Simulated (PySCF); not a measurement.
**C$_{7}$H$_{5}$N, SMILES `N#Cc1ccccc1`: what the electrons do**

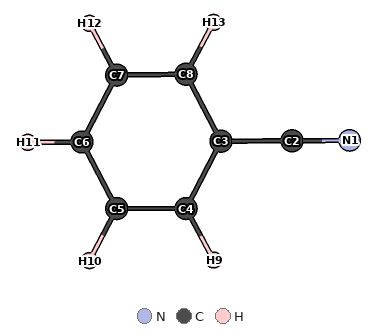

The molecule, with its atoms numbered as below. No frequency check shows the geometry to be a minimum.

Cartesian coordinates (Å):

```
N1      -3.1686   -0.0006    0.0000
C2      -2.0222    0.0003    0.0000
C3      -0.6078    0.0005    0.0000
C4       0.0869    1.2098    0.0000
C5       1.4686    1.2023    0.0000
C6       2.1594   -0.0003    0.0000
C7       1.4688   -1.2020    0.0000
C8       0.0871   -1.2097    0.0000
H9      -0.4618    2.1401    0.0000
H10      2.0096    2.1368    0.0000
H11      3.2392   -0.0006    0.0000
H12      2.0100   -2.1364    0.0000
H13     -0.4614   -2.1402    0.0000
```

## 1. Bonding charge

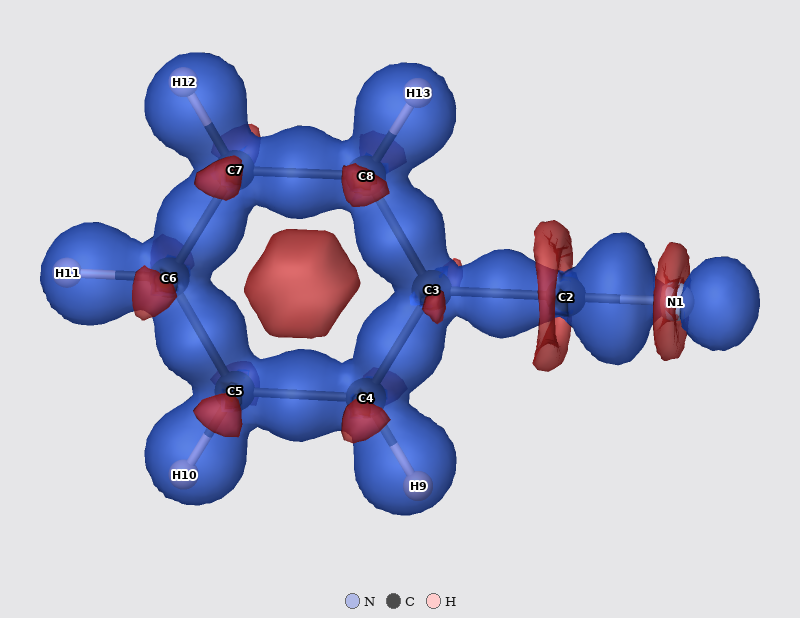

Deformation density (molecule less spherical, spin-averaged free atoms at the same positions), surfaces at ±0.1 e/Å³; blue: gain, red: loss.

PySCF calculation, PBE/def2-SVP, gas phase; geometry: GFN2-xTB.

Describe the bonding that the map shows.

Answer. N1–C2: +0.84 e/Å³ at the bond critical point (bond length 1.15 Å, Mayer order 3.0). C4–H9 and C8–H13: +0.70 e/Å³ at the bond critical point (bond length 1.08 Å, Mayer order 1.0). C6–H11: +0.69 e/Å³ at the bond critical point (bond length 1.08 Å, Mayer order 1.0). C5–H10 and C7–H12: +0.69 e/Å³ at the bond critical point (bond length 1.08 Å, Mayer order 1.0). C4–C5 and C7–C8: +0.60 e/Å³ at the bond critical point (bond length 1.38 Å, Mayer order 1.4). C6–C7 and C5–C6: +0.59 e/Å³ at the bond critical point (bond length 1.39 Å, Mayer order 1.4). C3–C4 and C3–C8: +0.57 e/Å³ at the bond critical point (bond length 1.40 Å, Mayer order 1.4). C2–C3: +0.49 e/Å³ at the bond critical point (bond length 1.41 Å, Mayer order 1.1). In all, 3.0 electrons gather in the regions of gain relative to the promolecule.

Where do the Hirshfeld charges lie?

Answer. The highest Hirshfeld charge is on C2 (+0.07 e), the lowest on N1 (−0.21 e).

## 2. Local ionisation energy

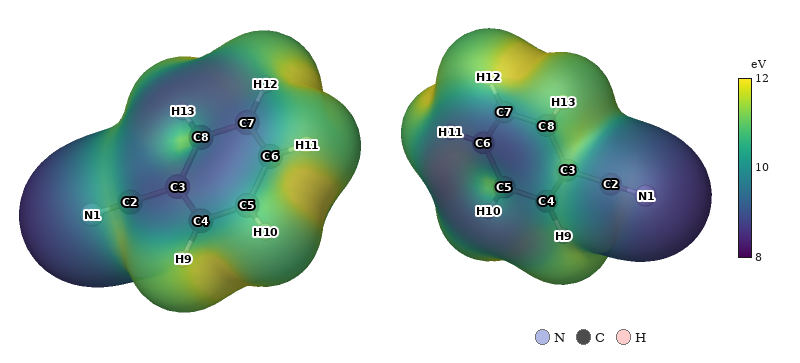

Average local ionisation energy on the surface of electron density 0.001 a.u. (back view left, front view right).

Where are the most loosely bound electrons on this surface?

Answer. The lowest value is 8.6 eV, 1.8 Å from N1. Further minima include 8.8 eV, off the molecular plane, over C8 (2.0 Å), and at like points elsewhere; 10.9 eV, 1.4 Å from H11. For comparison, the highest occupied orbital lies at −6.7 eV.

What volume does the surface enclose, and what is the dipole moment?

Answer. About 138 Å³; the dipole moment is 4.3 D.

## 3. Excited states

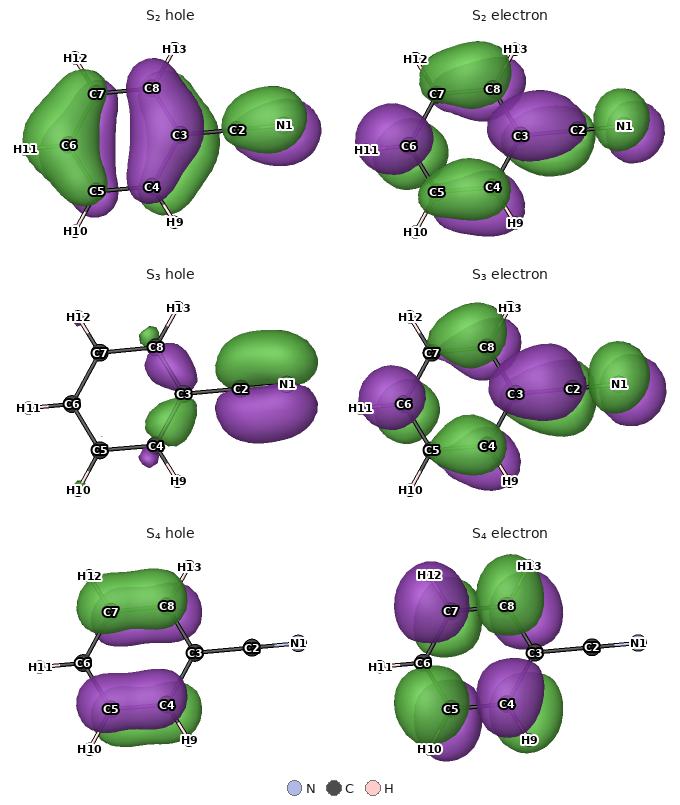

Leading natural transition orbitals (TDA singlet states).

PySCF calculation, ωB97X/cc-pVDZ, gas phase; geometry: GFN2-xTB. Without diffuse functions Rydberg states are missing, so the states' numbers hold for this basis only.

Describe these excited states.

Answer. By state:
- S₂: 6.19 eV (200 nm), f = 0.201 (bright), π → π*; the leading pair carries 77 %; hole on C3 (18 %), C6 (16 %) and N1 (14 %), electron on C3 and C6 (15 % each), C4 and C8 (12 % each) and N1 (11 %) (shares are of the whole state, not of the leading pair alone); their centroids lie 0.1 Å apart.
- S₃: 6.97 eV (178 nm), f = 0.000 (dark); the leading pair carries 94 %; hole on N1 (44 %), C2 (31 %) and C3 (7 %), electron on N1 (24 %), C2 (20 %) and C3 (15 %); their centroids lie 1.1 Å apart.
- S₄: 7.54 eV (164 nm), f = 0.654 (bright), π → π*; the leading pair carries 62 %; hole on N1 (17 %), C4 and C8 (15 % each) and C5 and C7 (14 % each), electron on C4 and C8 (15 % each), C5 and C7 (13 % each) and N1 (10 %) (shares are of the whole state, not of the leading pair alone); their centroids lie 0.3 Å apart; S₅ lies within 0.1 eV of it.

## 4. Localised orbitals

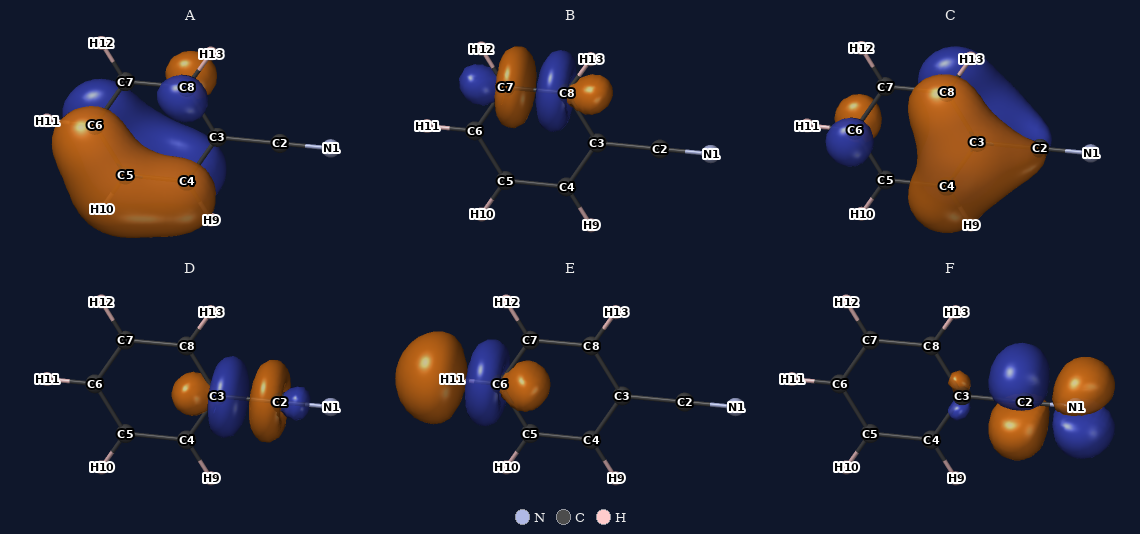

Intrinsic bond orbitals (IBO), occupied and valence-virtual; each surface holds about 85 % of the orbital's density. Energies are diagonal elements of the Fock matrix.

PySCF calculation, ωB97X/def2-SVPD, gas phase; geometry: GFN2-xTB.

What does each orbital represent in a Lewis picture?

Answer. By panel:
- A: delocalised π orbital mainly over C5, C4 and C6 (C5 50 %, C4 24 %, C6 22 %; −11.6 eV)
- B: σ* orbital C7–C8 (C7 50 %, C8 49 %; 17.6 eV)
- C: delocalised π orbital mainly over C3, C4 and C8 (C3 52 %, C4 19 %, C8 19 %; −12.2 eV)
- D: σ* orbital C3–C2 (C3 52 %, C2 47 %; 17.1 eV)
- E: σ* orbital H11–C6 (H11 58 %, C6 42 %; 12.6 eV)
- F: π* orbital C2–N1 (C2 52 %, N1 46 %; 5.4 eV)

The PySCF runs shown took 29 s, 11 min and 43 s on 1 thread of Arm Neoverse V1 (shared host).
